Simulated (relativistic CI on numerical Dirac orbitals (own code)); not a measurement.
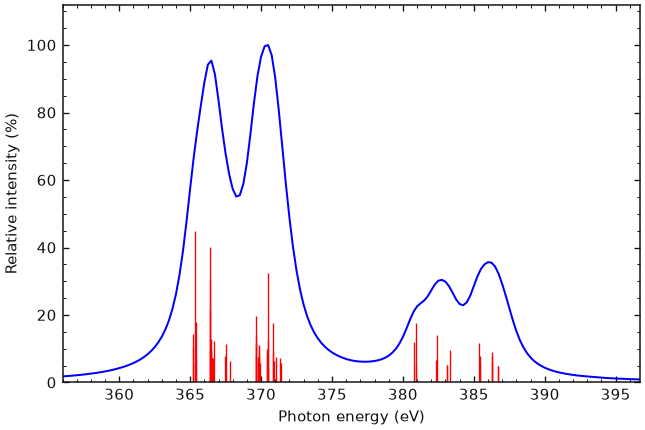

Computed core-level spectrum (absorption) of an ion of charge +3 in a field of D3d symmetry with 10Dq = 35,350, Dσ = −510, Dτ = 180 cm⁻¹. Sticks are the strongest transitions, on a scale of their own. Multiplet model: relativistic Dirac–Coulomb–Breit theory, one configuration a step, Slater integrals scaled by 0.7, 300 K, Voigt broadening (Lorentzian 2 eV, Gaussian 0.4 eV full widths), computed with a radial Dirac CI code.

### Identify the element and the shell or line.

M₂,₃ X-ray absorption of Nb³⁺, initial configuration [Kr] 4d². The main maxima lie at 366.4 eV (95), 370.4 eV (100), 382.7 eV (30) and 386.1 eV (36), heights in % of the largest; the centroid is at 372.6 eV. The lower edge holds 0.73 of the intensity (branching ratio, edges parted at 377 eV, split at the minimum of the curve and uncertain by about 0.02), and the core spin-orbit splitting of the orbitals is 15.8 eV. The ground state has S = 1.00.

Limits of the model: free-ion energies, so absolute edge positions are off by a few eV from solids.
